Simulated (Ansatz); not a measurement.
# Direct or indirect: AlN (F-43m)

```yaml
crystal:
  lattice:
    - [0.00000, 2.18399, 2.18399]
    - [2.18399, 0.00000, 2.18399]
    - [2.18399, 2.18399, 0.00000]
  atoms:
    - { symbol: Al, position: [0.00000, 0.00000, 0.00000] }
    - { symbol: N, position: [0.25000, 0.25000, 0.25000] }
```

Method: Ansatz, PBE, independent particles, without spin-orbit coupling, line width 0.1 eV (Gaussian). The band structure gives a fundamental gap of 3.33 eV. The spectrum of vertical transitions near the edge:

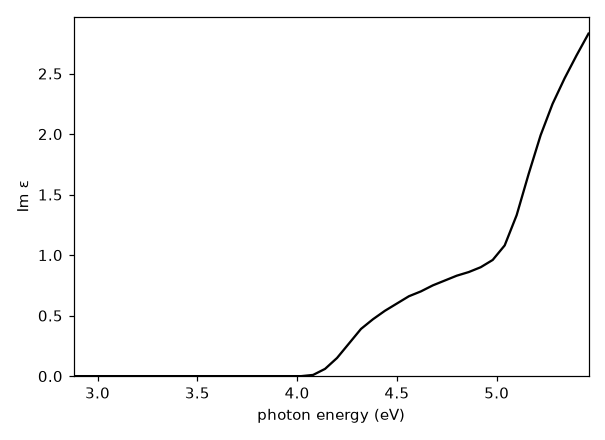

Is the gap direct or indirect, and about where do vertical transitions set in?

Indirect, by the band path, whose least direct gap is 4.19 eV. The curves fit this: they stay near zero above 3.33 eV and rise only from about 4.2 eV, though a forbidden direct transition would look alike. Lines are broadened by 0.1 eV, which spreads the edge, and phonons, which would give weak absorption from the fundamental gap up, are left out.

[Logs are printed without paths, hosts, clocks, repeated set-up lines and the standing remarks that a program may print on its own settings, such as how far it seeks lower states.]
